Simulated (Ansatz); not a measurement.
# AlBrH4Si: one species, many methods, part 2 of 2

Ansatz 0.2.0, Gaussian basis; functionals in def2-TZVPP, the program's frozen cores in correlated methods.

### 14 CAM-B3LYP-D4 (range-separated)

in.yaml

```yaml
crystal:
  periodic: [false, false, false]
  atoms:
    - {symbol: Si, position_ang: [-0.907094, 0.501794, -0.366851]}
    - {symbol: Al, position_ang: [1.146736, -0.444681, 0.565246]}
    - {symbol: Br, position_ang: [1.679818, -2.560728, -0.038194]}
    - {symbol: H, position_ang: [-1.888733, -0.560033, -0.715711]}
    - {symbol: H, position_ang: [-0.582950, 1.261076, -1.608655]}
    - {symbol: H, position_ang: [-1.549266, 1.450930, 0.585248]}
    - {symbol: H, position_ang: [2.162690, 0.283541, 1.533217]}
basis:
  gaussian: {orbitals: def2-TZVPP}
hamiltonian: {xc: {name: CAM-B3LYP}, dispersion: d4}
output: {orbitals: {seedname: orbitals}}
```

On the command line:

```
$ ansatz run in.yaml --threads 2 --pin off --events-out ev --progress --plain --max-ram 4352MiB
```

What it wrote (excerpt; [...] marks lines left out):

```text
Functional definition: CAM-B3LYP
  name "CAM-B3LYP"
  cite "Yanai, Tew & Handy, Chem. Phys. Lett. 393, 51 (2004) doi:10.1016/j.cplett.2004.06.011"
  cite "Iikura, Tsuneda, Yanai & Hirao, J. Chem. Phys. 115, 3540 (2001) doi:10.1063/1.1383587"
  cite "Becke, Phys. Rev. A 38, 3098 (1988) doi:10.1103/PhysRevA.38.3098"
  cite "Lee, Yang & Parr, Phys. Rev. B 37, 785 (1988) doi:10.1103/PhysRevB.37.785"
  cite "Vosko, Wilk & Nusair, Can. J. Phys. 58, 1200 (1980) doi:10.1139/p80-159"
[...]
  # Exact exchange under (alpha + beta erf(omega r))/r, Becke's under what is left of 1/r.
[...]
1228 factors; their error is unknown
280 factors; integrals over basis functions are off by at most 2.1e-5 eV
[...]
mean field -84591.57049829 eV, -3108.6828775863 hartree, gradient 2.3e-5 eV, S^2 0.000000; 0 other end points of the search recorded, 0 dependent functions left out
reference -84591.57063505 eV, -3108.6828826120 hartree; 33, 33 occupied and 155, 155 virtual orbitals, 1228 factors
Total energy: -84591.69862484 eV, -3108.6875861502 hartree
```

Run time: 4.2 s. Hardware: 2 threads of AMD EPYC 7B13, shared host; peak memory 0.53 GiB.

Atomisation energy: 1860.3 kJ/mol (free atoms -84572.418 eV, run apart). HOMO -8.97 eV, LUMO -1.11 eV.

### 15 LC-ωPBE (range-separated)

in.yaml, as its differences from that of step 14:

```diff
@@ -12,3 +12,3 @@
   gaussian: {orbitals: def2-TZVPP}
-hamiltonian: {xc: {name: CAM-B3LYP}, dispersion: d4}
+hamiltonian: {xc: {name: LC-wPBE}}
 output: {orbitals: {seedname: orbitals}}
```

The command is unchanged.

What it wrote (excerpt; [...] marks lines left out):

```text
Functional definition: LC-wPBE
  name "LC-wPBE"
  cite "Vydrov & Scuseria, J. Chem. Phys. 125, 234109 (2006) doi:10.1063/1.2409292"
  cite "Heyd & Scuseria, J. Chem. Phys. 120, 7274 (2004) doi:10.1063/1.1668634"
  cite "Ernzerhof & Perdew, J. Chem. Phys. 109, 3313 (1998) doi:10.1063/1.476928"
  cite "Perdew, Burke & Ernzerhof, Phys. Rev. Lett. 77, 3865 (1996) doi:10.1103/PhysRevLett.77.3865"
  parent pbe
[...]
1169 factors; their error is unknown
385 factors; integrals over basis functions are off by at most 4.5e-5 eV
[...]
mean field -84573.54309120 eV, -3108.0203825951 hartree, gradient 2.5e-5 eV, S^2 0.000000; 0 other end points of the search recorded, 0 dependent functions left out
reference -84573.54309121 eV, -3108.0203825954 hartree; 33, 33 occupied and 155, 155 virtual orbitals, 1169 factors
Total energy: -84573.54309121 eV, -3108.0203825954 hartree
```

Wall time 2.8 s (2 threads of AMD EPYC 7B13, shared host); peak memory 0.33 GiB.

Atomisation energy: 1838.0 kJ/mol (free atoms -84554.493 eV, run apart). HOMO -10.28 eV, LUMO -0.08 eV.

### 16 ωB97X-V (range-separated)

in.yaml, as its differences from that of step 15:

```diff
@@ -12,3 +12,3 @@
   gaussian: {orbitals: def2-TZVPP}
-hamiltonian: {xc: {name: LC-wPBE}}
+hamiltonian: {xc: {name: wB97X-V}}
 output: {orbitals: {seedname: orbitals}}
```

Same command.

What it wrote (excerpt; [...] marks lines left out):

```text
Functional definition: wB97X-V
  name "wB97X-V"
  cite "Mardirossian & Head-Gordon, Phys. Chem. Chem. Phys. 16, 9904 (2014) doi:10.1039/C3CP54374A"
  cite "Becke, J. Chem. Phys. 107, 8554 (1997) doi:10.1063/1.475007"
  cite "Vydrov & Van Voorhis, J. Chem. Phys. 133, 244103 (2010) doi:10.1063/1.3521275"
[...]
      + integral(e_c_pw_opposite_spin*poly(b97_u_opposite, cos0, cos1)) + vv10(b, c)
1228 factors; their error is unknown
251 factors; integrals over basis functions are off by at most 5.0e-5 eV
[...]
mean field -84579.20907964 eV, -3108.2286038297 hartree, gradient 3.9e-5 eV, S^2 0.000000; 0 other end points of the search recorded, 0 dependent functions left out
reference -84579.20907741 eV, -3108.2286037478 hartree; 33, 33 occupied and 155, 155 virtual orbitals, 1228 factors
Total energy: -84579.20907741 eV, -3108.2286037478 hartree
```

Wall time 8 s (2 threads of AMD EPYC 7B13, shared host); peak memory 0.58 GiB.

Atomisation energy: 1886.2 kJ/mol (free atoms -84559.660 eV, run apart). HOMO -9.95 eV, LUMO -0.18 eV.

### 17 ωB97M-V (range-separated)

in.yaml, as its differences from that of step 16:

```diff
@@ -12,3 +12,3 @@
   gaussian: {orbitals: def2-TZVPP}
-hamiltonian: {xc: {name: wB97X-V}}
-output: {orbitals: {seedname: orbitals}}
+hamiltonian: {xc: {name: wB97M-V}}
+output: {forces: true, orbitals: {seedname: orbitals}}
```

Same command.

What it wrote (excerpt; [...] marks lines left out):

```text
Functional definition: wB97M-V
  name "wB97M-V"
  cite "Mardirossian & Head-Gordon, J. Chem. Phys. 144, 214110 (2016) doi:10.1063/1.4952647"
  cite "Becke, J. Chem. Phys. 107, 8554 (1997) doi:10.1063/1.475007"
  cite "Vydrov & Van Voorhis, J. Chem. Phys. 133, 244103 (2010) doi:10.1063/1.3521275"
  # Of w^i u^j: cxij and so on, Table III.
[...]
  gx(w, u) = 1 - cx + cx01*u + cx10*w
  gss(w, u) = css00 + css04*u^4 + css10*w + css20*w^2 + css43*w^4*u^3
  gos(w, u) = cos00 + cos10*w + (cos20 + cos21*u)*w^2 + (cos60 + cos61*u)*w^6
[...]
      + integral(e_c_pw_mod_opposite_spin*gos(b97_w_opposite, b97_u_opposite)) + vv10(b, c)
1207 factors; their error is unknown
251 factors; integrals over basis functions are off by at most 5.0e-5 eV
[...]
mean field -84582.59932507 eV, -3108.3531930514 hartree, gradient 4.1e-5 eV, S^2 0.000000; 0 other end points of the search recorded, 0 dependent functions left out
[...]
reference -84582.59937910 eV, -3108.3531950369 hartree; 33, 33 occupied and 155, 155 virtual orbitals, 1207 factors
Total energy: -84582.59937910 eV, -3108.3531950369 hartree
Atom 0 at    -0.907094     0.501794    -0.366851 Å, force    -0.046567     0.029796    -0.029399 eV/Å
Atom 1 at     1.146736    -0.444681     0.565246 Å, force     0.020820     0.110358     0.061933 eV/Å
Atom 2 at     1.679818    -2.560728    -0.038194 Å, force    -0.006528     0.018126     0.002991 eV/Å
Atom 3 at    -1.888733    -0.560033    -0.715711 Å, force     0.111554     0.116646     0.041168 eV/Å
Atom 4 at    -0.582950     1.261076    -1.608655 Å, force    -0.036702    -0.085538     0.137356 eV/Å
Atom 5 at    -1.549266     1.450930     0.585248 Å, force     0.072424    -0.107186    -0.105713 eV/Å
Atom 6 at     2.162690     0.283541     1.533217 Å, force    -0.115002    -0.082202    -0.108335 eV/Å
Dipole moment:    -0.079848     0.240771     0.071085 e Å
```

Run time: 12 s. Hardware: 2 threads of AMD EPYC 7B13, shared host; peak memory 0.62 GiB.

Atomisation energy: 1861.5 kJ/mol (free atoms -84563.306 eV, run apart). HOMO -9.72 eV, LUMO -0.42 eV.

### 18 B2PLYP (double hybrid)

in.yaml, as its differences from that of step 17:

```diff
@@ -12,3 +12,2 @@
   gaussian: {orbitals: def2-TZVPP}
-hamiltonian: {xc: {name: wB97M-V}}
-output: {forces: true, orbitals: {seedname: orbitals}}
+hamiltonian: {xc: {name: B2PLYP}}
```

The command is unchanged.

What it wrote (excerpt; [...] marks lines left out):

```text
Functional definition: B2PLYP
  name "B2PLYP"
  cite "Grimme, J. Chem. Phys. 124, 034108 (2006) doi:10.1063/1.2148954"
  cite "Becke, Phys. Rev. A 38, 3098 (1988) doi:10.1103/PhysRevA.38.3098"
  cite "Lee, Yang & Parr, Phys. Rev. B 37, 785 (1988) doi:10.1103/PhysRevB.37.785"
[...]
1123 factors; integrals over basis functions are off by at most 9.3e-4 eV
[...]
mean field -84566.67333973 eV, -3107.7679238851 hartree, gradient 4.6e-6 eV, S^2 0.000000; 0 other end points of the search recorded, 0 dependent functions left out
19 core orbitals not correlated: weight in the atoms' cores, before any rotation towards them, 1.000 or more for the frozen orbitals, at most 0.000 for the correlated occupied ones
reference -84566.67351748 eV, -3107.7679304171 hartree; 14, 14 occupied and 155, 155 virtual orbitals, 1123 factors
second order -15.68819605 eV of doubles, -0.00000000 eV of singles
Total energy: -84570.90933041 eV, -3107.9235936713 hartree
```

Run time: 5.5 s. Hardware: 2 threads of AMD EPYC 7B13, shared host; peak memory 0.41 GiB.

With the free atoms at this level, -84551.895 eV in sum, the atomisation energy is 1834.6 kJ/mol.

### 19 PBE-QIDH (double hybrid)

in.yaml, as its differences from that of step 18:

```diff
@@ -12,2 +12,2 @@
   gaussian: {orbitals: def2-TZVPP}
-hamiltonian: {xc: {name: B2PLYP}}
+hamiltonian: {xc: {name: PBE-QIDH}}
```

The command is unchanged.

What it wrote (excerpt; [...] marks lines left out):

```text
Functional definition: PBE-QIDH
  name "PBE-QIDH"
  cite "Brémond, Sancho-García, Pérez-Jiménez & Adamo, J. Chem. Phys. 141, 031101 (2014) doi:10.1063/1.4890314"
  cite "Perdew, Burke & Ernzerhof, Phys. Rev. Lett. 77, 3865 (1996) doi:10.1103/PhysRevLett.77.3865"
[...]
1123 factors; integrals over basis functions are off by at most 9.3e-4 eV
[...]
mean field -84555.29696621 eV, -3107.3498498693 hartree, gradient 6.6e-6 eV, S^2 0.000000; 0 other end points of the search recorded, 0 dependent functions left out
19 core orbitals not correlated: weight in the atoms' cores, before any rotation towards them, 1.000 or more for the frozen orbitals, at most 0.000 for the correlated occupied ones
reference -84555.29697995 eV, -3107.3498503744 hartree; 14, 14 occupied and 155, 155 virtual orbitals, 1123 factors
second order -14.61888712 eV of doubles, -0.00000000 eV of singles
Total energy: -84560.16994232 eV, -3107.5289284386 hartree
```

Wall time 5.5 s (2 threads of AMD EPYC 7B13, shared host); peak memory 0.4 GiB.

Atomisation energy: 1848.5 kJ/mol (free atoms -84541.012 eV, run apart).

### 20 Orbital energies across the functionals

Dipoles come from the runs that computed forces. Levels, from each run's orbital file:

| functional | HOMO (eV) | LUMO (eV) | gap (eV) | dipole (D) |
| --- | --- | --- | --- | --- |
| LDA (SPW92) | -6.69 | -3.04 | 3.65 |  |
| PBE-D4 | -6.60 | -2.83 | 3.78 | 1.12 |
| revPBE-D4 | -6.57 | -2.73 | 3.84 |  |
| BLYP-D4 | -6.46 | -2.67 | 3.79 |  |
| r2SCAN-D4 | -6.87 | -2.61 | 4.26 | 1.19 |
| B97M-V | -6.95 | -2.77 | 4.19 |  |
| PBE0-D4 | -7.71 | -2.09 | 5.62 |  |
| B3LYP-D4 | -7.51 | -2.26 | 5.26 | 1.23 |
| r2SCANh-D4 | -7.28 | -2.35 | 4.92 |  |
| r2SCAN0-D4 | -7.88 | -1.97 | 5.91 |  |
| HSE06-D4 | -7.32 | -2.46 | 4.86 |  |
| BHLYP-D4 | -8.71 | -1.28 | 7.43 |  |
| CAM-B3LYP-D4 | -8.97 | -1.11 | 7.86 |  |
| LC-ωPBE | -10.28 | -0.08 | 10.20 |  |
| ωB97X-V | -9.95 | -0.18 | 9.78 |  |
| ωB97M-V | -9.72 | -0.42 | 9.30 | 1.27 |

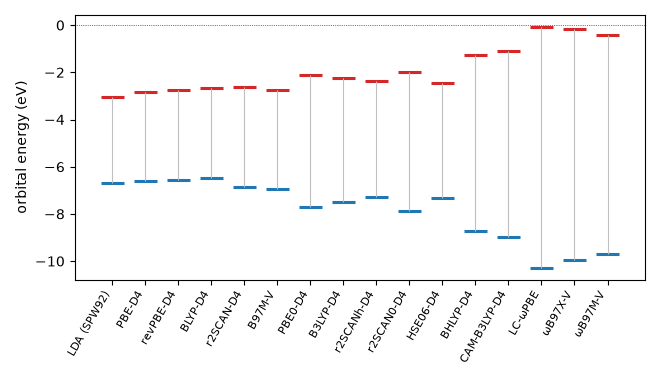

Highest occupied (blue) and lowest empty (red) level by functional.

### 21 CCSD(T) in def2-SVP

in.yaml, as its differences from that of step 19:

```diff
@@ -11,3 +11,3 @@
 basis:
-  gaussian: {orbitals: def2-TZVPP}
-hamiltonian: {xc: {name: PBE-QIDH}}
+  gaussian: {orbitals: def2-SVP}
+correlation: {method: ccsd_t}
```

Launched as before.

What it wrote (excerpt; [...] marks lines left out):

```text
Functional definition: HF
  name "HF"
  cite "Fock, Z. Phys. 61, 126 (1930) doi:10.1007/BF01340294"
  parent pbe
[...]
835 factors; integrals over basis functions are off by at most 1.2e-3 eV
[...]
mean field -84496.01342015 eV, -3105.1712197357 hartree, gradient 4.2e-6 eV, S^2 0.000000; 0 other end points of the search recorded, 0 dependent functions left out
19 core orbitals not correlated: weight in the atoms' cores, before any rotation towards them, 1.000 or more for the frozen orbitals, at most 0.000 for the correlated occupied ones
reference -84496.01342015 eV, -3105.1712197357 hartree; 14, 14 occupied and 55, 55 virtual orbitals, 835 factors
second order -10.69276252 eV of doubles, -0.00000000 eV of singles
cycle   1  -11.34911860 eV  change   -6.6e-1 eV  update   7.7e-2
[...]
cycle   9  -11.73594563 eV  change   -8.9e-6 eV  update   1.0e-5
perturbative correction -0.26195677 eV, -0.0096267336 hartree
Total energy: -84508.01132254 eV, -3105.6121345161 hartree
```

Wall time 2.9 s (2 threads of AMD EPYC 7B13, shared host); peak memory 0.26 GiB.

### 22 CCSD(T) in def2-TZVPP

in.yaml, as its differences from that of step 21:

```diff
@@ -11,3 +11,4 @@
 basis:
-  gaussian: {orbitals: def2-SVP}
+  gaussian: {orbitals: def2-TZVPP}
 correlation: {method: ccsd_t}
+output: {orbitals: {seedname: orbitals}}
```

Launched as before.

What it wrote (excerpt; [...] marks lines left out):

```text
Functional definition: HF
  name "HF"
  cite "Fock, Z. Phys. 61, 126 (1930) doi:10.1007/BF01340294"
  parent pbe
[...]
1123 factors; integrals over basis functions are off by at most 9.3e-4 eV
[...]
mean field -84509.71845586 eV, -3105.6748705083 hartree, gradient 8.1e-6 eV, S^2 0.000000; 0 other end points of the search recorded, 0 dependent functions left out
19 core orbitals not correlated: weight in the atoms' cores, before any rotation towards them, 1.000 or more for the frozen orbitals, at most 0.000 for the correlated occupied ones
reference -84509.71845586 eV, -3105.6748705083 hartree; 14, 14 occupied and 155, 155 virtual orbitals, 1123 factors
second order -12.99037107 eV of doubles, -0.00000000 eV of singles
cycle   1  -13.67853022 eV  change   -6.9e-1 eV  update   8.2e-2
[...]
cycle   9  -14.13320640 eV  change   -1.0e-5 eV  update   1.3e-5
perturbative correction -0.46508512 eV, -0.0170915630 hartree
Total energy: -84524.31674738 eV, -3106.2113478267 hartree
```

Run time: 48 s. Hardware: 2 threads of AMD EPYC 7B13, shared host; peak memory 1.8 GiB.

### 23 MP2 in def2-QZVPP

in.yaml, as its differences from that of step 22:

```diff
@@ -11,4 +11,3 @@
 basis:
-  gaussian: {orbitals: def2-TZVPP}
-correlation: {method: ccsd_t}
-output: {orbitals: {seedname: orbitals}}
+  gaussian: {orbitals: "def2-QZVPP.json"}
+correlation: {method: mp2}
```

Same command.

What it wrote:

```text
Functional definition: HF
  name "HF"
  cite "Fock, Z. Phys. 61, 126 (1930) doi:10.1007/BF01340294"
  parent pbe
  exchange = exact_x
  correlation = 0
2103 factors; integrals over basis functions are off by at most 7.2e-4 eV
mean field evaluation 1: about -84510.0955 eV, gradient 1.5e1 eV
mean field evaluation 2: about -84510.1755 eV, gradient 1.5e1 eV
mean field evaluation 4: about -84511.4604 eV, gradient 3.3e0 eV
mean field evaluation 8: about -84511.4920 eV, gradient 1.7e-1 eV
mean field -84511.49220771 eV, -3105.7400546864 hartree, gradient 6.5e-6 eV, S^2 0.000000; 0 other end points of the search recorded, 0 dependent functions left out
19 core orbitals not correlated: weight in the atoms' cores, before any rotation towards them, 1.000 or more for the frozen orbitals, at most 0.000 for the correlated occupied ones
reference -84511.49220771 eV, -3105.7400546864 hartree; 14, 14 occupied and 316, 316 virtual orbitals, 2103 factors
second order -22.06931941 eV of doubles, -0.00000000 eV of singles
Total energy: -84533.56152711 eV, -3106.5510872155 hartree
```

Run time: 16 s. Hardware: 2 threads of AMD EPYC 7B13, shared host; peak memory 1.3 GiB.

Energy pieces by basis (eV):

| basis | HF | MP2 correlation | CCSD correlation | (T) | total |
| --- | --- | --- | --- | --- | --- |
| def2-SVP | -84496.0134 | -10.6928 | -11.7359 | -0.2620 | -84508.0113 |
| def2-TZVPP | -84509.7185 | -12.9904 | -14.1332 | -0.4651 | -84524.3167 |
| def2-QZVPP | -84511.4922 | -22.0693 |  |  | -84533.5615 (MP2) |

The report of the def2-TZVPP run gives T1 = 0.0097.

### 24 Extrapolating to the complete basis

No new run: Hartree-Fock is extrapolated as exp(−7.88√X) and correlation as X^−2.97, with X = 3 and 4; only MP2 was run in the larger set, so CCSD(T) minus MP2 is added from the smaller one.

| level | energy at the limit (eV) |
| --- | --- |
| HF | -84511.7365 |
| MP2 | -84540.5310 |
| CCSD | -84541.6738 |
| CCSD(T) | -84542.1389 |

This is no true limit for total energies: MP2 correlation changes by a factor of 1.70 from triple to quadruple zeta (about 1.07 in light molecules), because outer-core shells are correlated in sets not made for them. Much of that cancels between molecule and atoms or ions.

### 25 RPA on PBE orbitals

in.yaml, as its differences from that of step 23:

```diff
@@ -11,3 +11,4 @@
 basis:
-  gaussian: {orbitals: "def2-QZVPP.json"}
-correlation: {method: mp2}
+  gaussian: {orbitals: def2-TZVPP}
+hamiltonian: {xc: pbe}
+correlation: {method: rpa}
```

Launched as before.

What it wrote (excerpt; [...] marks lines left out):

```text
Functional definition: PBE
  name "PBE"
  cite "Perdew, Burke & Ernzerhof, Phys. Rev. Lett. 77, 3865 (1996) doi:10.1103/PhysRevLett.77.3865"
  parent pbe
[...]
1123 factors; integrals over basis functions are off by at most 9.3e-4 eV
[...]
mean field -84569.30506294 eV, -3107.8646379292 hartree, gradient 3.7e-6 eV, S^2 0.000000; 0 other end points of the search recorded, 0 dependent functions left out
19 core orbitals not correlated: weight in the atoms' cores, before any rotation towards them, 1.000 or more for the frozen orbitals, at most 0.000 for the correlated occupied ones
reference -84508.44485934 eV, -3105.6280666996 hartree; 14, 14 occupied and 155, 155 virtual orbitals, 1123 factors
Total energy: -84531.06524340 eV, -3106.4593504810 hartree
```

It took 4.3 s on 2 threads of AMD EPYC 7B13, shared host; peak memory 0.34 GiB.

RPA correlation: -22.620 eV. No RPA run of the hydrogen atom was made, so RPA has no atomisation energy below.

### 26 The ladder

Atomisation energy = energies of 1 Si, 1 Al, 1 Br, 4 H (separate runs, same level) minus the molecule's; electronic only, no spin-orbit term.

Differences are taken before rounding.

| method | rung | atomisation energy (kJ/mol) | from CCSD(T)/CBS (kJ/mol) | time |
| --- | --- | --- | --- | --- |
| LDA (SPW92) | LDA | 2040.4 | +157.4 | 1.2 s |
| PBE-D4 | GGA | 1838.1 | -44.9 | 2.3 s |
| revPBE-D4 | GGA | 1811.3 | -71.7 | 2.1 s |
| BLYP-D4 | GGA | 1825.7 | -57.3 | 2.1 s |
| r2SCAN-D4 | meta-GGA | 1877.5 | -5.5 | 4.2 s |
| B97M-V | meta-GGA | 1892.3 | +9.3 | 7.5 s |
| PBE0-D4 | hybrid | 1841.9 | -41.1 | 2.9 s |
| B3LYP-D4 | hybrid | 1854.9 | -28.1 | 4.9 s |
| r2SCANh-D4 | hybrid | 1872.1 | -10.9 | 5.5 s |
| r2SCAN0-D4 | hybrid | 1864.9 | -18.1 | 5.5 s |
| HSE06-D4 | hybrid | 1842.6 | -40.4 | 3.9 s |
| BHLYP-D4 | hybrid | 1847.2 | -35.8 | 3.3 s |
| CAM-B3LYP-D4 | range-separated | 1860.3 | -22.8 | 4.2 s |
| LC-ωPBE | range-separated | 1838.0 | -45.0 | 2.8 s |
| ωB97X-V | range-separated | 1886.2 | +3.2 | 8 s |
| ωB97M-V | range-separated | 1861.5 | -21.5 | 12 s |
| B2PLYP | double hybrid | 1834.6 | -48.5 | 5.5 s |
| PBE-QIDH | double hybrid | 1848.5 | -34.5 | 5.5 s |
| HF/def2-TZVPP | wavefunction | 1450.1 | -433.0 |  |
| MP2/def2-TZVPP | wavefunction | 1819.1 | -64.0 |  |
| CCSD/def2-TZVPP | wavefunction | 1811.1 | -72.0 |  |
| CCSD(T)/def2-SVP | wavefunction | 1752.4 | -130.6 | 2.9 s |
| CCSD(T)/def2-TZVPP | wavefunction | 1828.6 | -54.5 | 48 s |
| MP2/CBS | wavefunction | 1873.5 | -9.5 |  |
| CCSD(T)/CBS | wavefunction | 1883.0 | 0 | 64 s |

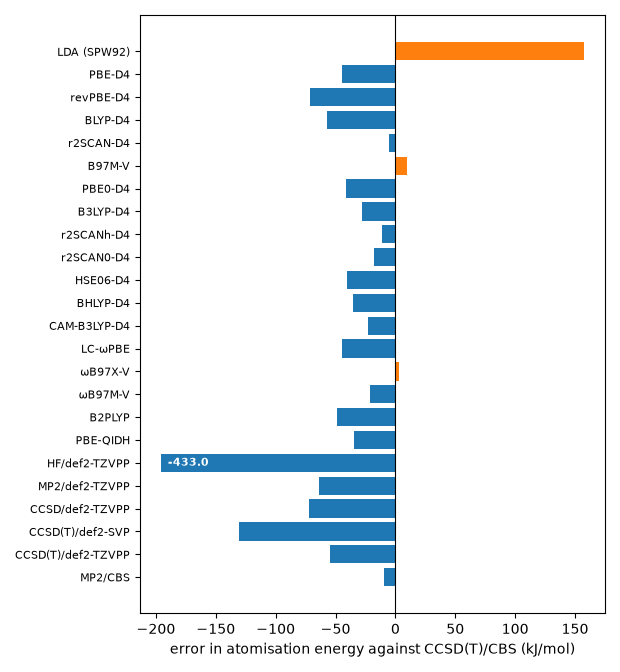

Deviations from CCSD(T)/CBS, method by method. Bars with a number in them are cut short.

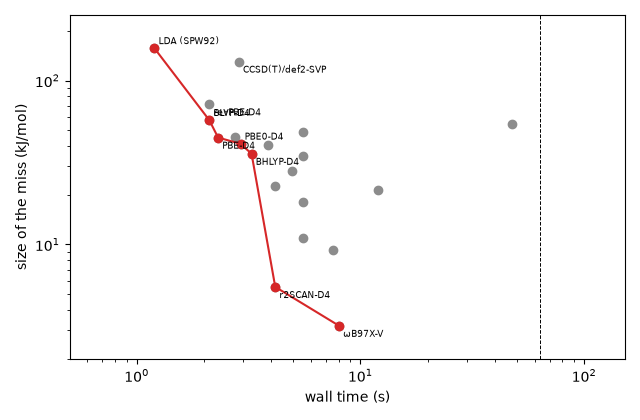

Miss against cost. Red marks the levels that no quicker level drawn beats (of those quicker than the yardstick), and the dashed line is the time of CCSD(T)/CBS. Only those levels and the largest misses are named. Times are from a shared host.

LDA (SPW92), LC-ωPBE, B2PLYP, PBE-QIDH carry no dispersion term (for B3LYP, D4 adds 22.2 kJ/mol).

Times are those of the molecule's run; HF, MP2 and CCSD come out of the CCSD(T) runs, and the limit's time is the sum of the runs that it needs.

### 27 Outcome

The summary covers parts 1 to 2.

```
                               quantity                                               value
        atomisation energy, CCSD(T)/CBS                                       1883.0 kJ/mol
 functionals within 18.8 kJ/mol (1.0 %)  r2SCAN-D4, B97M-V, r2SCANh-D4, r2SCAN0-D4, ωB97X-V
                    farthest beyond LDA                            revPBE-D4 (-71.7 kJ/mol)
                mean size of error, GGA                                         58.0 kJ/mol
           mean size of error, meta-GGA                                          7.4 kJ/mol
             mean size of error, hybrid                                         29.1 kJ/mol
    mean size of error, range-separated                                         23.1 kJ/mol
      mean size of error, double hybrid                                         41.5 kJ/mol
              gap, smallest and largest           3.65 eV (LDA (SPW92)), 10.20 eV (LC-ωPBE)
                          T1 diagnostic                                              0.0097
triples share of the correlation energy                                               3.2 %
```

The LDA atomisation energy is off by 157.4 kJ/mol (8 %): it overbinds. PBE-D4 misses by -44.9 kJ/mol. Double hybrids carry the basis error of their MP2 part in triple zeta, and no dispersion term here, so their miss is partly the set-up's. Taken by rung, meta-GGA functionals do best (7.4 kJ/mol on average) and GGA ones worst beyond LDA (58.0 kJ/mol). The reference freezes the cores and leaves out relativity and excitations past (T), and its outer-core shells are covered unevenly, so misses under about 18.8 kJ/mol can't be ranked. All levels share the lack of spin-orbit coupling, which lowers the free heavy atoms and so the true binding. Hartree-Fock recovers 77 % of the binding; the rest is correlation. CCSD(T) in def2-SVP is off by -130.6 kJ/mol, so the small basis spoils what the method gains. Orbital gaps span 3.7 to 10.2 eV; exact exchange widens them. Correlated methods include outer-core shells of Br, which these sets cover unevenly.

ωB97X-V reaches 3.2 kJ/mol from the reference in 8 s, where CCSD(T)/CBS took 64 s; the quickest level in the cost chart, LDA (SPW92), takes 1.2 s and misses by 157.4 kJ/mol.
